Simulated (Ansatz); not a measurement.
## LiCN (Pnma) (72 atoms): a reference run and its variants

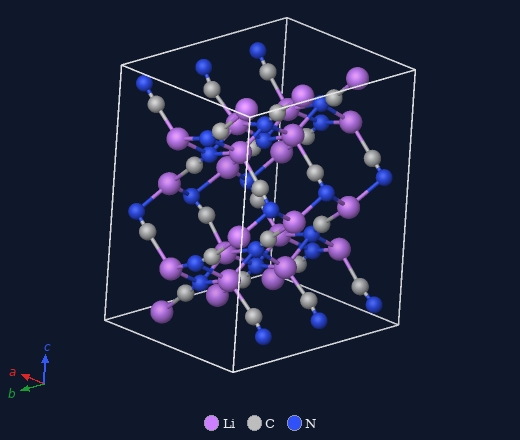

The cell (lithium purple, carbon light grey, nitrogen blue).

The cell holds 72 atoms: 24 Li, 24 C and 24 N. Cell: a = 8.730 Å, b = 11.190 Å, c = 13.040 Å, α = 90.0°, β = 90.0°, γ = 90.0°. It derives from LiCN (Pnma), repeated 1×3×2. LiCN, space group Pnma, structure from the Crystallography Open Database, 1 x 3 x 2 conventional cells; every coordinate displaced by a Gaussian of 0.06 Å.

Geometry: as built.

Reference run: Kohn-Sham DFT, PBE, PAW (set soft_2), plane waves (Ansatz 0.2.0), cutoff 420 eV, k-mesh 4×3×3, fermi-dirac smearing of 0.025 eV.

```
r.m.s. force component                           : 5.815 eV/Å
pressure                                         : 6.143 GPa
gap (highest filled to lowest empty level) : 5.146 eV
SCF cycles                                       : 10
time                                             : 4.2 s on 1 × NVIDIA GB200 with 32 threads of Arm Neoverse V2, shared host
```

**Question.** The cell is repeated and solved at Γ. How do error, time and memory go?
- plane waves, 72 atoms (1×1×1)
- support functions, 72 atoms (1×1×1)
- plane waves, 144 atoms (2×1×1)
- support functions, 144 atoms (2×1×1)
- plane waves, 864 atoms (3×2×2)
- support functions, 864 atoms (3×2×2)
- support functions, 2592 atoms (4×3×3)
- support functions, 6912 atoms (6×4×4)

Differences are against the typed cell on a 4×3×3 mesh, which samples like Γ on 2592 atoms (r.m.s. force component 5.82 eV/Å, gap 5.15 eV). Every repeated cell is solved at Γ, and forces are averaged over the copies of each atom. Hardware: 1 × NVIDIA GB200 with 32 threads of Arm Neoverse V2, shared host.

```
atoms  repeats              basis  Δ force, r.m.s. (meV/Å)  Δ energy (meV/atom)  less plane waves of the same size (meV/atom)  gap (eV)  spread among copies (meV/Å)  SCF cycles     time  host memory (GiB)  planned on the GPU (GiB)
   72    1×1×1        plane waves                     5.58               -0.391                                             -                       -                            -           9    1.5 s                1.2                       3.2
   72    1×1×1  support functions                     15.2                -3.84                                          -3.5                    5.21                            -          15    2.3 s                1.1                       2.9
  144    2×1×1        plane waves                     1.22                0.105                                             -                       -                            0          10    1.8 s                1.5                       5.5
  144    2×1×1  support functions                     14.3                -3.37                                          -3.5                    5.18                        0.043          15    3.4 s                1.3                       4.8
  864    3×2×2        plane waves                     0.03              -0.0203                                             -                       -                            0          10     10 s                2.9                        85
  864    3×2×2  support functions                     13.3                -3.48                                          -3.5                    5.13                        0.054          16     13 s                3.5                        21
 2592    4×3×3  support functions                     13.3                -3.50                                             -                    5.15                        0.059          17     49 s                8.2                        57
 6912    6×4×4  support functions                     13.3                -3.48                                             -                    5.13                        0.081          17  4.7 min                 21                       136
```

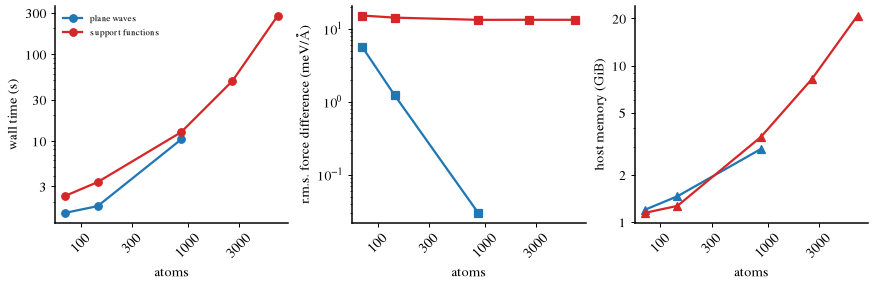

Time, error and memory against the number of atoms.

Repeating the cell at Γ samples more k-points: in plane waves the energy difference from the dense mesh goes from -0.391 meV/atom at 72 atoms to -0.0203 at 864, and the force difference from 5.6 to 0.03 meV/Å. With plane waves, the time grows as the 1.0 power of the atom count between the two largest sizes, 144 and 864 atoms. The smaller run is short enough for fixed overheads to flatten this slope. With support functions, the time grows as the 1.8 power of the atom count between the two largest sizes, 2592 and 6912 atoms. At equal size the support functions lie 3.5 meV/atom below plane waves, likely because their grid holds more waves than 420 eV; no run tests this. Support functions take 1.6 times the time of plane waves at 72 atoms and 1.2 times at 864, so no crossover is reached among the sizes that both ran. Each time is a single run, so ratios and crossover are rough. The bases also began from different starting densities. At the largest size the support functions' forces differ from the reference by 0.23 % of the r.m.s. force, which holds the difference of sampling between the two as well as that of the basis.

[Logs are printed without paths, hosts, clocks, repeated set-up lines and the standing remarks that a program may print on its own settings, such as how far it seeks lower states.]

[Hosts, paths, dates, database ids (printed as entryN), source tags and the programs' standing remarks are cut or masked in the printed files.]
